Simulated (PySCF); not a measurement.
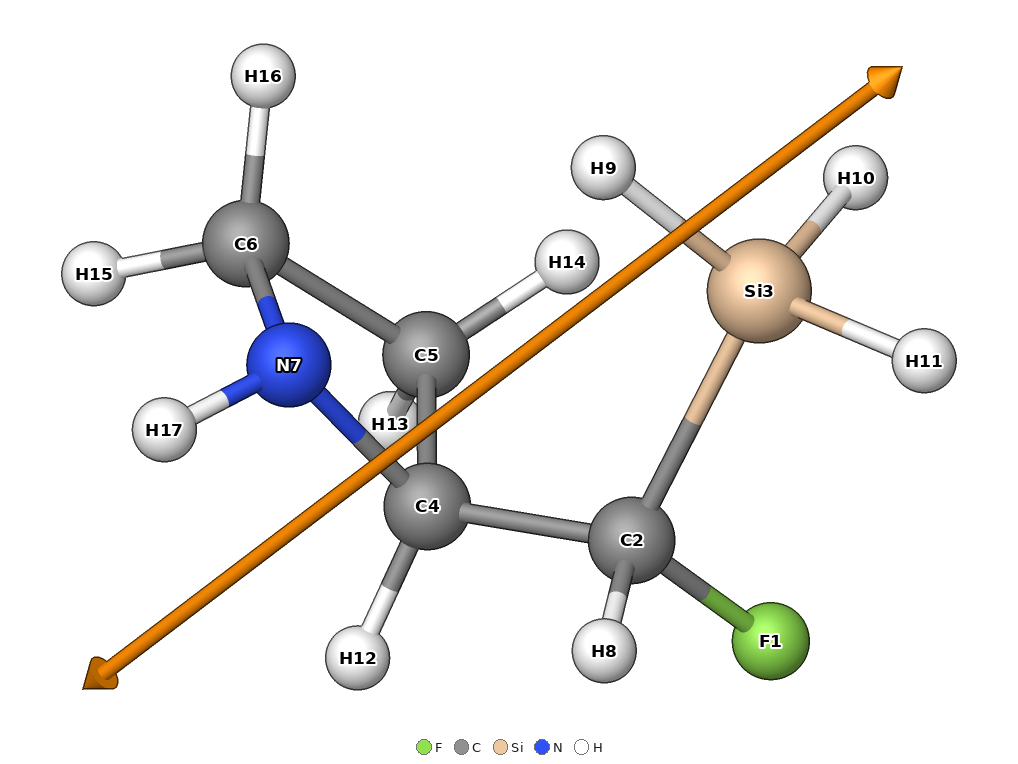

The double arrow shows the direction of the transition dipole to excited singlet state 6 (its length means nothing). The computed structure is the end point of a GFN2-xTB optimisation. No frequency run is at hand to confirm it as a minimum. Method: TDDFT CAM-B3LYP/def2-SVPD, vertical, gas phase, core orbitals frozen in the response (PySCF 2.14.0).

Give its energy, strength and character.

Answer. 7.65 eV (162 nm), oscillator strength 0.044, of mixed character, with the largest part HOMO → LUMO+5 (weight 0.24); transition dipole 1.23 D.

The geometry is semi-empirical. Around Si such bond lengths and angles can be off by a tenth of an ångström or more and by several degrees, and values that hang on the shape move with them.
